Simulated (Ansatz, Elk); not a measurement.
# Bonding as seen by X-rays: TaTi3Al2C2

Structure refinements treat a crystal as free atoms side by side. For a made-up structure of TaTi3Al2C2 (cell and positions from a PBE relaxation) the runs below show what the calculated density changes in F(hkl).

Program: Elk 11.2.3 (patched build). Level of theory: DFT, PBE, all-electron APW+lo, Dirac cores, scalar-relativistic bands, static density, no spin. Results are calculated unless marked as measured.

The structure was built from a prototype and need not be the compound's stable phase.

**1. Starting point**

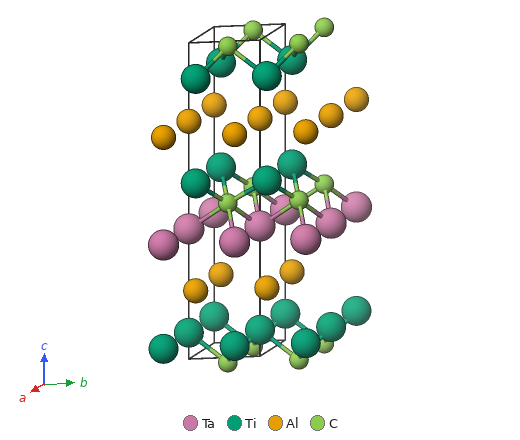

The starting structure, seen slightly off an axis (tantalum pink, titanium teal, aluminium orange, carbon green). 2×2×1 cells are drawn. Bonds to atoms that aren't drawn are left out. Some periodic images of atoms are drawn too.

**2. Ground state and structure factors**

An all-electron density is needed, since X-rays see the cores too. Task 0 finds the density and task 195 Fourier-transforms it; tshift is off so that phases refer to the origin typed.

elk.in

```
tasks
  0
  195

xctype
  20

spinpol
  .false.

rgkmax
  7.0

gmaxvr
  14.0

lmaxo
  7

lmaxapw
  8

swidth
  0.002

tshift
  .false.

ramdisk
  .false.

hmaxvr
  5.5

maxscl
  120

epspot
  1e-06

sppath
  './'

avec
  5.79275301422 -0.00000000000 -0.00000000000
  -2.89637650711 5.01667126816 0.00000000000
  -0.00000000000 0.00000000000 26.16089877796

atoms
  4
  'Ta.in'
  1
  -0.0000000000 0.0000000000 0.4118122162   0.000000 0.000000 0.000000
  'Ti.in'
  3
  -0.0000000000 0.0000000000 0.0833822830   0.000000 0.000000 0.000000
  0.6666666667 0.3333333333 0.9171787211   0.000000 0.000000 0.000000
  0.6666666667 0.3333333333 0.5865965939   0.000000 0.000000 0.000000
  'Al.in'
  2
  0.6666666667 0.3333333333 0.2469114756   0.000000 0.000000 0.000000
  -0.0000000000 0.0000000000 0.7519747965   0.000000 0.000000 0.000000
  'C.in'
  2
  0.3333333333 0.6666666667 -0.0001238209   0.000000 0.000000 0.000000
  0.3333333333 0.6666666667 0.5042677347   0.000000 0.000000 0.000000

ngridk
  8 8 2
```

On the command line:

```console
> OMP_NUM_THREADS=4 elk
```

Numbers of over 12 decimals in the logs are rounded to 6 here.

What it wrote:

```text
┌─────────────────────────┐
│ Elk code version 11.2.3 │
└─────────────────────────┘

All units are atomic (Hartree, Bohr, etc.)

┌─────────────────────────────────────────────────┐
│ Ground-state run starting from atomic densities │
└─────────────────────────────────────────────────┘

Lattice vectors :
   5.792753014      -0.000000000      -0.000000000
  -2.896376507       5.016671268       0.000000000
  -0.000000000       0.000000000       26.16089878

Reciprocal lattice vectors :
   1.084663077      0.6262305193       0.000000000
   0.000000000       1.252461039       0.000000000
   0.000000000       0.000000000      0.2401746729

Unit cell volume      :    760.2445507
Brillouin zone volume :   0.3262768713

Muffin-tin inner radius fraction :   0.1000000000E-01

Nuclei treated as point charges

Species : 1 (Ta)
 parameters loaded from : Ta.in
 name : tantalum
 nuclear charge    :   -73.00000000
 electronic charge :    73.00000000
 atomic mass :    329847.8435
 muffin-tin radius :    2.481903191
 number of radial points in muffin-tin :   1393
 inner part over the whole radius :   0.9916149102E-02
 number on inner part of muffin-tin    :    996
 approximate nuclear radius :   0.1005189763E-03
 number of mesh points to nuclear radius :    523
 atomic positions (lattice), magnetic fields (Cartesian) :
  1 :   0.00000000  0.00000000  0.41181222    0.00000000  0.00000000  0.00000000

Species : 2 (Ti)
 parameters loaded from : Ti.in
 name : titanium
 nuclear charge    :   -22.00000000
 electronic charge :    22.00000000
 atomic mass :    87256.20317
 muffin-tin radius :    2.359425285
 number of radial points in muffin-tin :    993
 inner part over the whole radius :   0.9880450566E-02
 number on inner part of muffin-tin    :    698
 approximate nuclear radius :   0.6805665174E-04
 number of mesh points to nuclear radius :    325
 atomic positions (lattice), magnetic fields (Cartesian) :
  1 :   0.00000000  0.00000000  0.08338228    0.00000000  0.00000000  0.00000000
  2 :   0.66666667  0.33333333  0.91717872    0.00000000  0.00000000  0.00000000
  3 :   0.66666667  0.33333333  0.58659659    0.00000000  0.00000000  0.00000000

Species : 3 (Al)
 parameters loaded from : Al.in
 name : aluminium
 nuclear charge    :   -13.00000000
 electronic charge :    13.00000000
 atomic mass :    49184.33496
 muffin-tin radius :    2.200000000
 number of radial points in muffin-tin :    793
 inner part over the whole radius :   0.9821194981E-02
 number on inner part of muffin-tin    :    552
 approximate nuclear radius :   0.5839653600E-04
 number of mesh points to nuclear radius :    244
 atomic positions (lattice), magnetic fields (Cartesian) :
  1 :   0.66666667  0.33333333  0.24691148    0.00000000  0.00000000  0.00000000
  2 :   0.00000000  0.00000000  0.75197480    0.00000000  0.00000000  0.00000000

Species : 4 (C)
 parameters loaded from : C.in
 name : carbon
 nuclear charge    :   -6.000000000
 electronic charge :    6.000000000
 atomic mass :    21894.16674
 muffin-tin radius :    1.568535306
 number of radial points in muffin-tin :    593
 inner part over the whole radius :   0.9861375423E-02
 number on inner part of muffin-tin    :    404
 approximate nuclear radius :   0.4747601631E-04
 number of mesh points to nuclear radius :    167
 atomic positions (lattice), magnetic fields (Cartesian) :
  1 :   0.33333333  0.66666667  0.99987618    0.00000000  0.00000000  0.00000000
  2 :   0.33333333  0.66666667  0.50426773    0.00000000  0.00000000  0.00000000

Total number of atoms per unit cell :    8
Total muffin-tin volume :    350.6279034
 ratio of muffin-tin to unit cell volume :   0.4612040995

Spin treatment :
 spin-unpolarised

Number of Bravais lattice symmetries :   24
Number of crystal symmetries         :    6
Crystal has no inversion symmetry
Complex Hermitian eigensolver will be used

k-point grid :      8     8     2
k-point offset :    0.000000000       0.000000000       0.000000000
[...]
total energy                :     -18751.414626480

Density of states at Fermi energy :    96.28746708
 (states/Hartree/unit cell)

Estimated indirect band gap :   0.1910044525E-02
 from k-point 3 to k-point 10
Estimated direct band gap   :   0.6793856674E-02
 at k-point 17

Charges :
 core                        :    88.00000000
 valence                     :    89.00000000
 interstitial                :    13.16633718
 muffin-tins (core leakage)
  species : 1 (Ta)
[...]
species : 2 (Ti)
[...]
species : 3 (Al)
[...]
species : 4 (C)
[...]
total in muffin-tins        :    163.8336628
 total calculated charge     :    176.9973853
 total charge                :    177.0000000
 error                       :   0.2614684985E-02

RMS change in Kohn-Sham potential (target) :    1.375260855     (  0.1000000000E-05)
Absolute change in total energy (target)   :   0.7344557635     (  0.1000000000E-03)

[... loops 3 to 43 left out ...]

┌──────────────────┐
│ Loop number : 44 │
└──────────────────┘

Energies :
 Fermi                       :     0.317347
 sum of occupied eigenvalues :     -11351.883705929
 electron kinetic            :      20690.571549286
 core electron kinetic       :      19758.547173116
 Coulomb                     :     -38947.826901330
 Coulomb potential           :     -31400.800941678
 nuclear-nuclear             :     -965.38421358126
 electron-nuclear            :     -44600.205059614
 Hartree                     :      6617.7623718653
 Madelung                    :     -23247.426430492
 xc potential                :     -641.65431353784
 exchange                    :     -483.57054134500
 correlation                 :     -8.781016
 electron entropic           :    -0.12757316614297E-02
 total energy                :     -18749.608185040

Density of states at Fermi energy :    99.51158855
 (states/Hartree/unit cell)

Estimated indirect band gap :   0.1140879346E-02
 from k-point 2 to k-point 23
Estimated direct band gap   :   0.6060384393E-02
 at k-point 24

Charges :
 core                        :    88.00000000
 valence                     :    89.00000000
 interstitial                :    13.14576428
 muffin-tins (core leakage)
  species : 1 (Ta)
[...]
species : 2 (Ti)
[...]
species : 3 (Al)
[...]
species : 4 (C)
[...]
total in muffin-tins        :    163.8542357
 total calculated charge     :    176.9977094
 total charge                :    177.0000000
 error                       :   0.2290561900E-02

RMS change in Kohn-Sham potential (target) :   0.4843291936E-06 (  0.1000000000E-05)
Absolute change in total energy (target)   :   0.2184811092E-04 (  0.1000000000E-03)

Convergence targets achieved

┌──────────────────┐
│ Loop number : 45 │
└──────────────────┘

Energies :
 Fermi                       :     0.317347
 sum of occupied eigenvalues :     -11351.883717310
 electron kinetic            :      20690.571540661
 core electron kinetic       :      19758.547161926
 Coulomb                     :     -38947.826910551
 Coulomb potential           :     -31400.800812708
 nuclear-nuclear             :     -965.38421358126
 electron-nuclear            :     -44600.205207604
 Hartree                     :      6617.7625106350
 Madelung                    :     -23247.426504197
 xc potential                :     -641.65444526223
 exchange                    :     -483.57054234806
 correlation                 :     -8.781016
 electron entropic           :    -0.12757345631352E-02
 total energy                :     -18749.608203907

Density of states at Fermi energy :    99.51190124
 (states/Hartree/unit cell)

Estimated indirect band gap :   0.1140883031E-02
 from k-point 2 to k-point 23
Estimated direct band gap   :   0.6060374234E-02
 at k-point 24

Charges :
 core                        :    88.00000000
 valence                     :    89.00000000
 interstitial                :    13.14576308
 muffin-tins (core leakage)
  species : 1 (Ta)
[...]
species : 2 (Ti)
[...]
species : 3 (Al)
[...]
atom 2                    :    11.19640961     (  0.4682237901E-03)
  species : 4 (C)
   atom 1                    :    4.652264844     (  0.2778281339E-04)
   atom 2                    :    4.674990024     (  0.2782661609E-04)
 total in muffin-tins        :    163.8542369
 total calculated charge     :    176.9977094
 total charge                :    177.0000000
 error                       :   0.2290562199E-02

┌──────────────────────────────┐
│ Self-consistent loop stopped │
└──────────────────────────────┘

Warning : core states of species 3 leak from the muffin-tin :   0.4699854460E-03

Wrote STATE.OUT
```

The job ended after 3.2 min (4 threads of Arm Neoverse V2, shared host; peak memory 0.34 GiB).

SFACRHO.OUT:

```text

h k l indices transformed by vhmat matrix:
   1.000000000       0.000000000       0.000000000    
   0.000000000       1.000000000       0.000000000    
   0.000000000       0.000000000       1.000000000    

      h      k      l  multipl.   |H|            Re(F)            Im(F)           |F|

      0      0      0      1   0.0000000       177.00000      0.18346516E-15   177.00000    
      0      0      1      1  0.24017467      -42.139946       26.789508       49.934485    
      0      0     -1      1  0.24017467      -42.139946      -26.789508       49.934485    
      0      0     -2      1  0.48034935       49.101656       44.429409       66.218917    
      0      0      2      1  0.48034935       49.101656      -44.429409       66.218917    
      0      0     -3      1  0.72052402       6.6069554      -48.300601       48.750384    
      0      0      3      1  0.72052402       6.6069554       48.300601       48.750384    
      0      0      4      1  0.96069869      -37.586858      -37.577896       53.149508    
      0      0     -4      1  0.96069869      -37.586858       37.577896       53.149508    
      0      0     -5      1   1.2008734       46.714220      -15.159454       49.112396    
      0      0      5      1   1.2008734       46.714220       15.159454       49.112396    
     -1      1      0      3   1.2524610       63.003196      -29.419869       69.533671    
      1     -1      0      3   1.2524610       63.003196       29.419869       69.533671    
     -1      1     -1      3   1.2752814      -32.801840      -35.351179       48.225165    
      0      1     -1      3   1.2752814      -44.890024      -34.720780       56.750742    
      0     -1      1      3   1.2752814      -44.890024       34.720780       56.750742    
     -1      0      1      3   1.2752814      -32.801840       35.351179       48.225165    
     -1      1      2      3   1.3414150       19.692841      -40.707542       45.220702
```

Elk indexes on the primitive cell of elk.in and gives |H| = 4π sin θ/λ in inverse bohr. Below, one row stands for each form hkl of the conventional cell (m members, Friedel mates merged), F is for one primitive cell and the density is static (no thermal factor). Free-atom factors are Waasmaier and Kirfel's, and R is Σm||F|−|F'||/Σm|F|. Elk warned that it couldn't find a linearisation energy, which lowers the accuracy of some states in this run and its variants.

```
hkl  m  sin θ/λ (Å⁻¹)  abs F, DFT  neutral atoms   diff.  abs of complex diff.
001  2          0.036      49.934         49.981  -0.046                 0.047
002  2          0.072      66.219         65.973  +0.246                 0.457
003  2          0.108      48.750         48.899  -0.148                 0.173
004  2          0.144      53.150         53.654  -0.505                 0.604
005  2          0.181      49.112         49.169  -0.057                 0.087
100  6          0.188      69.534         70.183  -0.650                 0.765
011  6          0.192      48.225         48.334  -0.109                 0.281
101  6          0.192      56.751         57.038  -0.287                 0.297
102  6          0.202      45.221         45.915  -0.694                 0.698
012  6          0.202      46.955         46.587  +0.368                 0.643
006  2          0.217     116.139        117.491  -1.352                 1.359
013  6          0.217     111.538        112.274  -0.736                 0.748
103  6          0.217     107.589        108.290  -0.701                 0.724
104  6          0.237      41.481         41.527  -0.046                 0.265
014  6          0.237      55.526         55.320  +0.206                 0.222
007  2          0.253      41.219         41.188  +0.031                 0.037
105  6          0.261      42.487         42.527  -0.040                 0.129
015  6          0.261      50.593         50.630  -0.038                 0.096
```

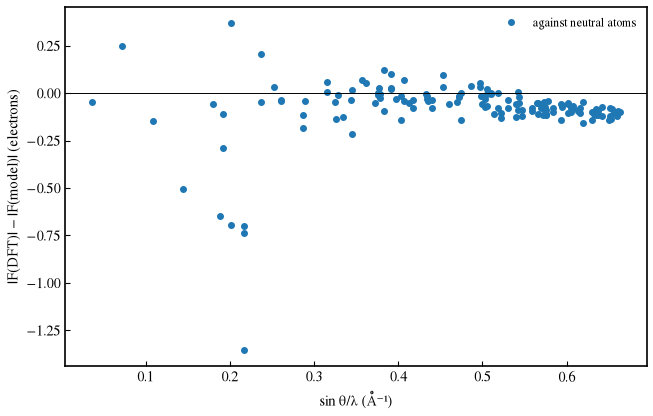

Difference between the calculated structure factors and the independent-atom ones.

**3. The highest occupied states alone**

An energy window below the Fermi level keeps the highest occupied states, to see at which angles they scatter; shallow core shells can lie inside it and anion s states outside. No new self-consistency is needed.

Changes to elk.in since step 2:

```diff
@@ -1,3 +1,2 @@
 tasks
-  0
   195
@@ -40,2 +39,5 @@
 
+wsfac
+  -0.233890 0.617350
+
 sppath
```

On the command line:

```console
> OMP_NUM_THREADS=4 elk
```

What it wrote:

```text
┌─────────────────────────────────┐
│ Elk code version 11.2.3 started │
└─────────────────────────────────┘

Info(readinput): the functional depends on the density's gradient
 muffin-tin radial points multiplied by    2.00000
 (not where nrmtscf is given)

┌────────────────────┐
│ Current task : 195 │
└────────────────────┘
Info(checkmt): changed muffin-tin radius of species 1 (Ta) from   2.8000 to   2.4819
Info(checkmt): changed muffin-tin radius of species 2 (Ti) from   2.4000 to   2.3594
Info(checkmt): changed muffin-tin radius of species 4 (C) from   1.8000 to   1.5685

Warning(linengy): could not find 2 linearisation energies in s.c. loop 1

Info(sfacrho): density structure factors written to SFACRHO.OUT

 Energy window :  -0.2338900000      0.6173500000

┌──────────────────┐
│ Elk code stopped │
└──────────────────┘
```

The job ended after 17 s (4 threads; peak memory 0.19 GiB; 21 s of CPU time).

States within 15 eV below the Fermi level hold 31.00 electrons; any levels below the window count with the cores. Their amplitudes can exceed the total, where window and core parts have opposite phase:

```
hkl  sin θ/λ (Å⁻¹)  abs F, window  abs F, all
001          0.036          0.694      49.934
002          0.072          9.103      66.219
003          0.108          0.349      48.750
004          0.144          3.606      53.150
005          0.181          0.477      49.112
100          0.188          2.114      69.534
011          0.192          1.083      48.225
101          0.192          0.856      56.751
102          0.202          3.353      45.221
012          0.202          3.003      46.955
```

**4. Another functional**

The difference from free atoms is small, so it is set against the change that PBEsol makes.

Changes to elk.in since step 3:

```diff
@@ -1,2 +1,3 @@
 tasks
+  0
   195
@@ -4,3 +5,3 @@
 xctype
-  20
+  22
 
@@ -39,5 +40,2 @@
 
-wsfac
-  -0.233890 0.617350
-
 sppath
```

On the command line:

```console
> OMP_NUM_THREADS=4 elk
```

What it wrote:

```text
┌─────────────────────────┐
│ Elk code version 11.2.3 │
└─────────────────────────┘

All units are atomic (Hartree, Bohr, etc.)

┌─────────────────────────────────────────────────┐
│ Ground-state run starting from atomic densities │
└─────────────────────────────────────────────────┘

Lattice vectors :
   5.792753014      -0.000000000      -0.000000000
  -2.896376507       5.016671268       0.000000000
  -0.000000000       0.000000000       26.16089878

Reciprocal lattice vectors :
   1.084663077      0.6262305193       0.000000000
[...]
species : 2 (Ti)
[...]
species : 3 (Al)
[...]
species : 4 (C)
   atom 1                    :    4.633911017     (  0.2873912034E-04)
   atom 2                    :    4.656311813     (  0.2878916922E-04)
 total in muffin-tins        :    163.8519284
 total calculated charge     :    176.9976933
 total charge                :    177.0000000
 error                       :   0.2306736194E-02

┌──────────────────────────────┐
│ Self-consistent loop stopped │
└──────────────────────────────┘

Warning : core states of species 3 leak from the muffin-tin :   0.4802396432E-03

Wrote STATE.OUT
[key lines of the parts left out:]
total energy                :     -18740.876332929
```

Wall time 3.1 min (4 threads); peak memory 0.31 GiB.

Against the first run R = 0.02 %; the largest change is -0.054 at 110.

**5. A coarser k-mesh**

About half the k-points along each axis test the sampling.

Changes to elk.in since step 4:

```diff
@@ -5,3 +5,3 @@
 xctype
-  22
+  20
 
@@ -68,2 +68,2 @@
 ngridk
-  8 8 2
+  4 4 1
```

On the command line:

```console
> OMP_NUM_THREADS=4 elk
```

What it wrote:

```text
┌─────────────────────────┐
│ Elk code version 11.2.3 │
└─────────────────────────┘

All units are atomic (Hartree, Bohr, etc.)

┌─────────────────────────────────────────────────┐
│ Ground-state run starting from atomic densities │
└─────────────────────────────────────────────────┘

Lattice vectors :
   5.792753014      -0.000000000      -0.000000000
  -2.896376507       5.016671268       0.000000000
  -0.000000000       0.000000000       26.16089878

Reciprocal lattice vectors :
   1.084663077      0.6262305193       0.000000000
[...]
species : 2 (Ti)
[...]
species : 3 (Al)
[...]
species : 4 (C)
   atom 1                    :    4.649168337     (  0.2776912667E-04)
   atom 2                    :    4.673962331     (  0.2782348146E-04)
 total in muffin-tins        :    163.8609889
 total calculated charge     :    176.9976943
 total charge                :    177.0000000
 error                       :   0.2305650150E-02

┌──────────────────────────────┐
│ Self-consistent loop stopped │
└──────────────────────────────┘

Warning : core states of species 3 leak from the muffin-tin :   0.4694448287E-03

Wrote STATE.OUT
[key lines of the parts left out:]
total energy                :     -18749.597723208
```

Elapsed: 64 s, on 4 threads; peak memory 0.31 GiB; 2.4 min of CPU time.

Against the first run R = 0.01 %; the largest change is -0.047 at 0 0 11.

**6. Settings against the effect**

```
          run  R against the first run (%)  R against neutral atoms, low angle (%)  wall time
PBE, rgkmax 7                         0.00                                    0.51    3.2 min
       PBEsol                         0.02                                    0.51    3.1 min
 k-mesh 4×4×1                         0.01                                    0.51       64 s
```

**7. Results**

```yaml
r_against_neutral_atoms_sin_theta_lambda_0p3_a_minus1: 0.51 %
r_against_neutral_atoms_0p3_to_0p66_a_minus1: 0.16 %
```

**Reading.** Independent neutral atoms miss the calculated amplitudes by R = 0.51 % below 0.3 Å⁻¹ and 0.16 % from there to 0.66 Å⁻¹; by shells, 0.43 % below 0.15 Å⁻¹ (4 forms), 0.52 % 0.15 to 0.3 (17 forms), 0.11 % 0.3 to 0.45 (36 forms), 0.18 % above 0.45 (92 forms). Bonding, aspherical density and the tables' own atoms all enter these figures, and the runs don't part them. The largest change of an amplitude is -1.35 electrons, at 006. R counts amplitudes alone; phases shift too. The window's part falls from 31.0 electrons at the origin to at most 0.40 between 0.45 and 0.66 Å⁻¹. Below 0.3 Å⁻¹ the changes that finished (PBEsol and k-mesh 4×4×1) move F by R = 0.02 % at most, against the 0.51 % that separates it from free atoms. The basis has no finished test. These runs have no spin, though d or f shells may be open. Spin-orbit coupling is left out, which can matter for elements this heavy. Part of the difference isn't bonding: the tables are fits to free atoms and ions calculated by other methods than this functional. Thermal motion, anomalous dispersion and extinction are left out.

[Logs are printed without paths, hosts, clocks, repeated set-up lines and the standing remarks that a program may print on its own settings, such as how far it seeks lower states.]

[Hosts, paths, dates, database ids (printed as entryN), source tags and the programs' standing remarks are cut or masked in the printed files.]
